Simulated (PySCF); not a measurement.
**CH₆NSi₄: EPR calculation**

System: CH₆NSi₄, multiplicity 2.
Method: UKS B3LYP, pcH-1 on C H N Si, non-relativistic, mean-field spin-orbit, GIAO (PySCF 2.14.0).

It belongs to a series of runs on one base structure; here: H removed from Si.

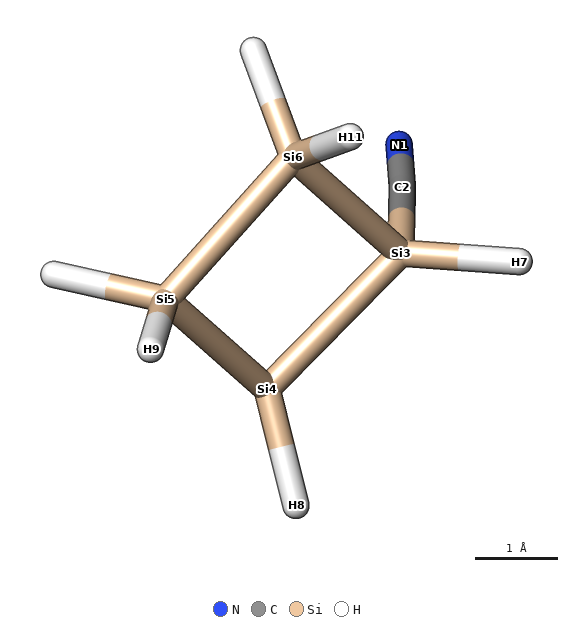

*The input geometry (stick view, seen at a tilt; atoms are numbered from 1 in the order of the input).*

Bond lengths as drawn: C–N 1.15 Å, C–Si 1.86 Å, H–Si 1.46 to 1.48 Å and Si–Si 2.35 to 2.36 Å.

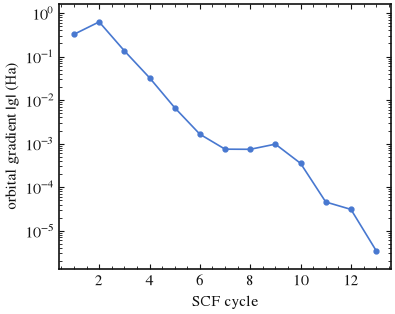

*Convergence of the self-consistent field: orbital gradient |g| against the SCF cycle.*

All cycles printed in the log are drawn one after another.

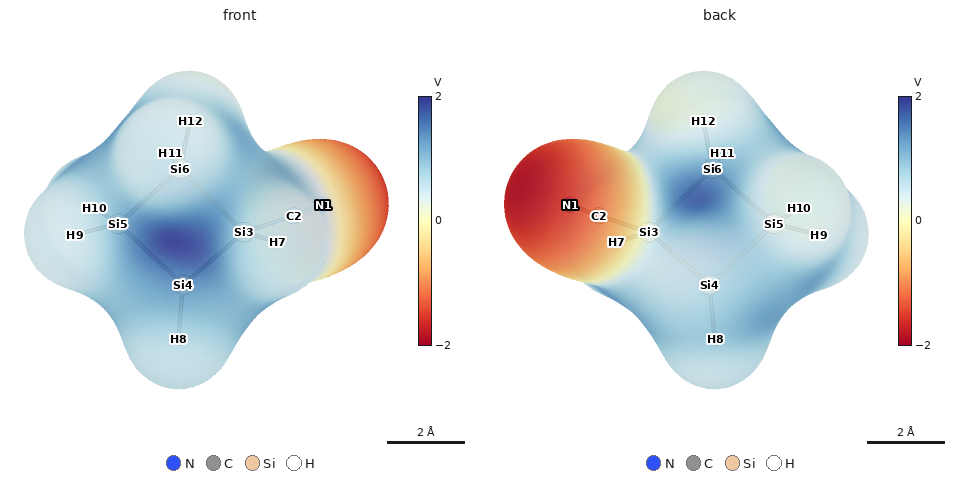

*The molecular electrostatic potential painted on the density surface at 0.002 e/bohr³, seen at a tilt and from behind; the colour scale runs from red (negative) to blue (positive).*

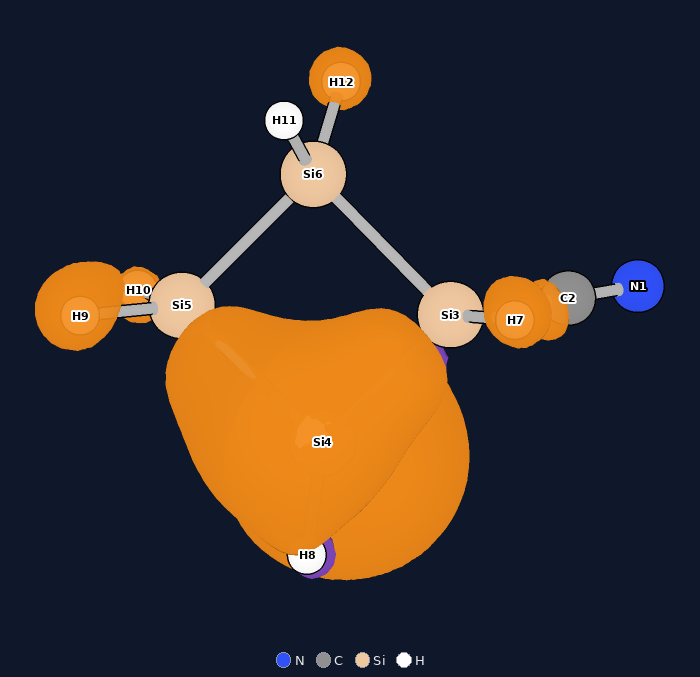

*Isosurfaces of the spin density at +0.01 (orange) and −0.01 e/Å³ (purple), seen face on.*

The unpaired spin (1 electron) lies mostly on Si4 (about 0.7), Si3 (about 0.1) and Si5 (about 0.1), in electrons by Hirshfeld's partition.

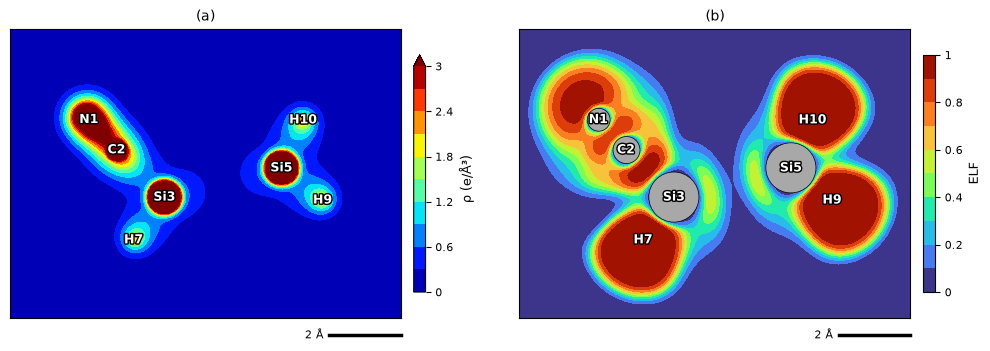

*(a) electron density; (b) electron localisation function on the plane of atoms H9, Si5 and H10. Grey discs, where drawn, cover atomic cores.*

The section cuts through N, C, Si and H sites. C–Si (1.86 Å): ρ at the midpoint is about 0.88 e/Å³; the ELF peaks at about 0.95 between the atoms (localised, shared-pair bonding). Si–H (1.48 Å): ρ is about 0.8 e/Å³ halfway; the ELF climbs to about 1 towards the hydrogen, as it does in any bond to H.

The input and output of the run follow.

Input file
```
{"job": {"kind": "epr", "basis": "pcH-1"}, "charge": 0, "multiplicity": 2}
N      1.784395    -2.968594    -1.479556
C      1.303385    -2.314522    -0.667860
Si     0.513867    -1.186635     0.589271
Si    -1.681738    -0.749099    -0.109022
Si    -1.224203     1.538521    -0.359061
Si     1.010441     1.083454     0.195633
H      1.006588    -1.820612     1.827528
H     -2.844611    -1.286825     0.626126
H     -1.889944     2.532562     0.498333
H     -1.495954     2.034967    -1.715449
H      1.499672     1.773558     1.395050
H      2.019300     1.362539    -0.827020
```

The first line tells a small driver script what to run in PySCF; the rest is the geometry in Å.

Launch command:
```bash
OMP_NUM_THREADS=1 python <driver script> task.json out
```

What the program printed
```
UKS, coarse grid
  cycle   1  E = -1254.38603822  |g| = 3.25e-01
  cycle   2  E = -1254.24381775  |g| = 6.27e-01
  cycle   3  E = -1254.42575435  |g| = 1.36e-01
  cycle   4  E = -1254.43302723  |g| = 3.27e-02
  cycle   5  E = -1254.43364116  |g| = 6.70e-03
  cycle   6  E = -1254.43367514  |g| = 1.65e-03
  cycle   7  E = -1254.43367934  |g| = 7.47e-04
UKS, final grid
  cycle   1  E = -1254.43371701  |g| = 7.42e-04
  cycle   2  E = -1254.43371683  |g| = 9.75e-04
  cycle   3  E = -1254.43371738  |g| = 3.53e-04
  cycle   4  E = -1254.43371743  |g| = 4.57e-05
  cycle   5  E = -1254.43371744  |g| = 3.09e-05
  cycle   6  E = -1254.43371744  |g| = 3.50e-06
E = -1254.43371744 Eh   <S^2> = 0.7534 (exact 0.7500)
g shifts (ppm)      1          2          3
  rmc          -120       -120       -120
  gc              1         39         35
  oz_so         617       2620       4323
  total         499       2539       4238
hyperfine (MHz)  atom isotope    a_iso     a_fc   dipolar eigenvalues
    0   14N      -0.06      -0.06     -0.47      0.01      0.47
    1   13C      18.17      18.17     -1.14     -0.72      1.86
    2  29Si       7.63       7.61     -8.29      3.00      5.29
    3  29Si    -315.40    -316.32   -165.30     82.11     83.19
    4  29Si      -2.12      -2.11     -7.44      2.71      4.73
    5  29Si     -19.88     -19.87     -3.22      1.24      1.97
    6    1H      33.36      33.36     -1.88     -0.67      2.55
    7    1H      -8.54      -8.57     -9.64      2.21      7.43
    8    1H      50.29      50.29     -2.15     -0.41      2.56
    9    1H      23.60      23.60     -2.23     -1.24      3.47
   10    1H      -5.25      -5.25     -0.88     -0.75      1.62
   11    1H      29.41      29.41     -1.06     -0.45      1.51
```

Results in brief

| quantity | value |
| --- | --- |
| outcome | converged |
| total energy | −1254.433717 hartree |
| ⟨S²⟩ | 0.753 |
| isotropic g | 2.0047 |
| hardware | 1 CPU thread, shared host |
| wall time | 63 s |
| peak memory | 0.85 GiB |
